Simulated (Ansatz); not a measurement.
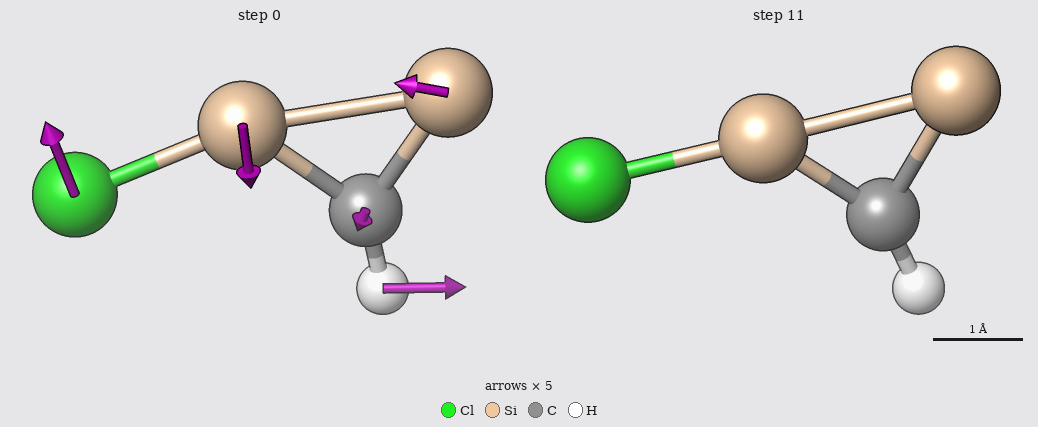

The structure of CHClSi2 before (left) and after (right) a relaxation, at one scale. The purple arrows give the displacements, 5 times their true length.

A ball-and-stick model, seen at a tilt.

Level of theory: Ansatz 0.2.0, RKS PBE0-D4/def2-TZVP.

Input file:
```yaml
crystal:
  periodic: [false, false, false]
  atoms:
    - {symbol: Cl, position_ang: [-1.943180, -1.488920, 0.800850]}
    - {symbol: Si, position_ang: [-0.985790, -0.020190, -0.328000]}
    - {symbol: Si, position_ang: [0.593370, 1.461740, -1.245680]}
    - {symbol: C, position_ang: [0.782270, 0.216900, 0.060790]}
    - {symbol: H, position_ang: [1.553330, -0.169540, 0.712040]}
basis:
  gaussian: {orbitals: def2-TZVP}
hamiltonian: {xc: pbe0, dispersion: d4}
relax: {f_tol: 0.005, max_steps: 200}
```

Launched with:
```bash
ansatz run in.yaml --threads 2 --pin off --events-out ev --progress --plain --max-ram 4352MiB
```

Summarise the run.

Cl1 moves most after the best rigid fit: 0.21 Å. Largest moves by element: Cl 0.21 Å, H 0.19 Å, Si 0.17 Å, C 0.06 Å. Among the contacts that change: Si2–C4 1.826 → 1.724 Å, Si2–Si3 2.352 → 2.255 Å, Cl1–Si2 2.085 → 2.042 Å, Si3–C4 1.814 → 1.842 Å. Bond angles that change, for instance: Cl1–Si2–Si3 164.4° → 179.4°, Cl1–Si2–C4 114.9° → 127.5°, Si2–C4–H5 140.6° → 150.0°. The energy falls by 0.147 eV in 8 accepted moves (11 points after the start). Largest force component: 1.7 eV/Å at the start, 0.0002 eV/Å at the end. The line search rejected the trial steps at points 2, 6, 10 of the run.
